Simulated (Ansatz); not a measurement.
# AlH (SMILES [AlH]): levels of theory compared

We compute a comparison of 6 runs (UHF/cc-pVTZ, CAM-B3LYP/3-21G, B3LYP/cc-pVTZ, PBE0/cc-pVTZ, UB3LYP/cc-pVTZ, UCCSD(T)/3-21G) of AlH. 

Program for the calculation: Ansatz 0.2.0.

53 further runs of the same task are left out: 53 set aside as unsound or not needed.

## Step 1: The structure to begin with

AlH has 2 atoms, charge 0, and is taken as a singlet. As SMILES, `[AlH]`. The H2–Al1 distance was set to 2.017 Å, away from the relaxed value.

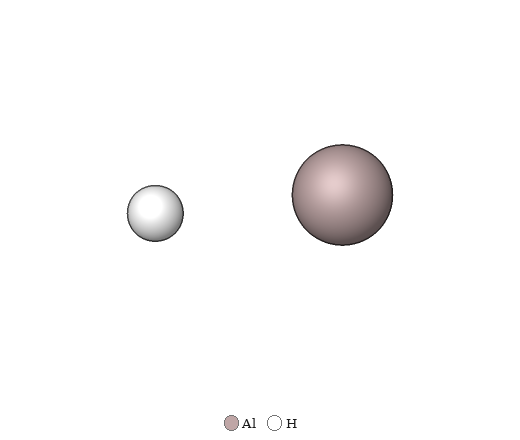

The structure, seen from a chosen angle (aluminium light grey, hydrogen white).

## Step 2: The energy at UHF/cc-pVTZ (run 1)

molecule.yaml

```yaml
crystal:
  periodic: [false, false, false]
  atoms:
    - {symbol: Al, position_ang: [0.000000, 0.000000, -0.403330]}
    - {symbol: H, position_ang: [0.000000, 0.000000, 1.613470]}
basis:
  gaussian:
    orbitals: cc-pVTZ
magnetization:
  spin_polarized: true
total_charge: 0
hamiltonian:
  xc: hf
accuracy: high
```

Command:

```bash
ansatz run molecule.yaml --threads 1 --pin off --max-ram 2610MiB --events-out events.jsonl --progress --plain --runs-dir runs
```

What it wrote:

```text
Warning: RAYON_NUM_THREADS=1 ignored (pool sized by the plan → 1); use --threads N
Functional definition: HF
  name "HF"
  exchange = exact_x
  correlation = 0
621 factors; integrals over basis functions are off by at most 3.6e-9 eV
mean field evaluation 1: about -6596.7760 eV, gradient 5.5e0 eV
mean field evaluation 2: about -6596.7768 eV, gradient 5.5e0 eV
mean field evaluation 4: about -6597.2624 eV, gradient 4.6e-1 eV
mean field evaluation 8: about -6597.2661 eV, gradient 3.1e-4 eV
mean field evaluation 16: about -6597.2521 eV, gradient 4.0e-1 eV
mean field evaluation 32: about -6597.2661 eV, gradient 1.5e-5 eV
mean field evaluation 64: about -6597.1040 eV, gradient 1.2e0 eV
mean field evaluation 96: about -6597.2661 eV, gradient 6.6e-8 eV
mean field -6597.26613789 eV, -242.4450587797 hartree, gradient 9.8e-8 eV, S^2 0.011823; 3 other end points of the search recorded, 0 dependent functions left out
reference -6597.26613789 eV, -242.4450587797 hartree; 7, 7 occupied and 41, 41 virtual orbitals, 621 factors
Total energy: -6597.26613789 eV, -242.4450587797 hartree
```

It took 0.95 s on 1 thread of Intel Xeon Platinum 8259CL at 2.50GHz (Skylake/Cascade Lake), shared host; peak memory 0.098 GiB.

## Step 3: The energy at CAM-B3LYP/3-21G (run 2)

job.yaml

```yaml
crystal:
  periodic: [false, false, false]
  atoms:
    - {symbol: Al, position_ang: [0.000000, 0.000000, -0.403330]}
    - {symbol: H, position_ang: [0.000000, 0.000000, 1.613470]}
basis:
  gaussian:
    orbitals: 3-21G.json
hamiltonian:
  xc: {name: CAM-B3LYP}
accuracy: high
```

The basis set 3-21G is read from a file made from the Basis Set Exchange's data (not shown).

Command:

```bash
ansatz run job.yaml --threads 1 --pin off --max-ram 2610MiB --events-out events.jsonl --progress --plain --runs-dir runs
```

What it wrote:

```text
Warning: RAYON_NUM_THREADS=1 ignored (pool sized by the plan → 1); use --threads N
Functional definition: CAM-B3LYP
  name "CAM-B3LYP"
  parameter alpha = 0.19
  parameter beta = 0.46
  parameter omega = 0.33/bohr
  parameter ac = 0.81
  exchange = (1 - alpha - beta)*b88_x + beta*b88_x_sr(omega) + alpha*exact_x + beta*exact_x_lr(omega)
  correlation = (1 - ac)*vwn5_c + ac*lyp_c
279 factors; integrals over basis functions are off by at most 2.6e-9 eV
133 factors; integrals over basis functions are off by at most 2.0e-9 eV
mean field evaluation 1: about -6574.0530 eV, gradient 9.0e0 eV
mean field evaluation 2: about -6574.5088 eV, gradient 4.0e0 eV
mean field evaluation 4: about -6574.6054 eV, gradient 2.1e-1 eV
mean field evaluation 8: about -6574.6054 eV, gradient 2.8e-3 eV
mean field evaluation 16: about -6574.6054 eV, gradient 2.2e-8 eV
mean field -6574.60542499 eV, -241.6122929407 hartree, gradient 2.2e-8 eV, S^2 0.000000; 0 other end points of the search recorded, 0 dependent functions left out
reference -6574.60543772 eV, -241.6122934087 hartree; 7, 7 occupied and 8, 8 virtual orbitals, 279 factors
Total energy: -6574.60543772 eV, -241.6122934087 hartree
```

Run time: 0.67 s. Hardware: 1 thread of Intel Xeon Platinum 8259CL at 2.50GHz (Skylake/Cascade Lake), shared host; peak memory 0.096 GiB.

Runs 3 to 5 aren't shown in full; the table further down has their settings and results.

## Step 4: A single-point energy at UCCSD(T)/3-21G (run 6)

run.yaml

```yaml
crystal:
  periodic: [false, false, false]
  atoms:
    - {symbol: Al, position_ang: [0.000000, 0.000000, -0.403330]}
    - {symbol: H, position_ang: [0.000000, 0.000000, 1.613470]}
basis:
  gaussian:
    orbitals: 3-21G.json
scf:
  omitted_lower_state_checks: [cluster_reference, increment]
correlation:
  method: ccsd_t
  frozen_orbitals: {Al: 5, H: 0}
accuracy: high
magnetization:
  spin_polarized: true
  initial_magnetization: 0
```

The basis set 3-21G is read from a file made from the Basis Set Exchange's data (not shown).

Command:

```bash
ansatz run run.yaml --threads 1 --pin off --max-ram 2610MiB --events-out events.jsonl --progress --plain --runs-dir runs
```

What it wrote (excerpt; [...] marks lines left out):

```text
Warning: RAYON_NUM_THREADS=1 ignored (pool sized by the plan → 1); use --threads N
Functional definition: HF
  name "HF"
[...]
279 factors; integrals over basis functions are off by at most 2.6e-9 eV
[...]
mean field -6560.87715600 eV, -241.1077883607 hartree, gradient 9.1e-8 eV, S^2 0.000000; 2 other end points of the search recorded, 0 dependent functions left out
5 core orbitals not correlated: weight in the atoms' cores, before any rotation towards them, 1.000 or more for the frozen orbitals, at most 0.000 for the correlated occupied ones
reference -6560.87715600 eV, -241.1077883607 hartree; 2, 2 occupied and 8, 8 virtual orbitals, 279 factors
second order -0.86678606 eV of doubles, -0.00000000 eV of singles
cycle   1  -1.16751569 eV  change   -3.0e-1 eV  update   6.9e-2
[...]
cycle  19  -1.39987880 eV  change   3.2e-10 eV  update  1.5e-10
perturbative correction -0.00968703 eV, -0.0003559918 hartree
Total energy: -6562.28672183 eV, -241.1595889495 hartree
Checks for a lower state left out: cluster_reference, increment
```

Wall time 0.32 s (1 thread of Intel Xeon Platinum 8259CL at 2.50GHz (Skylake/Cascade Lake), shared host).

## Step 5: Overview of the runs

```tsv
run	level	frozen core orbitals	energy (Eh)	wall time
1	UHF/cc-pVTZ	–	-242.445059	0.95 s
2	CAM-B3LYP/3-21G	–	-241.612293	0.67 s
3	B3LYP/cc-pVTZ	–	-242.993289	1.4 s
4	PBE0/cc-pVTZ	–	-242.848419	1.4 s
5	UB3LYP/cc-pVTZ	–	-242.993289	2 s
6	UCCSD(T)/3-21G	5	-241.159589	0.32 s
```

## Step 6: What came out

```
                                          quantity          value
                               run 6: total energy  -241.15959 Eh
run 6: correlation energy (5 core orbitals frozen)      -51.8 mEh
                             run 6: (T) correction      -0.36 mEh
                              run 6: T1 diagnostic          0.019
```

Totals of different functionals can't be ranked against each other. All runs together took 6.8 s, the longest 2 s.
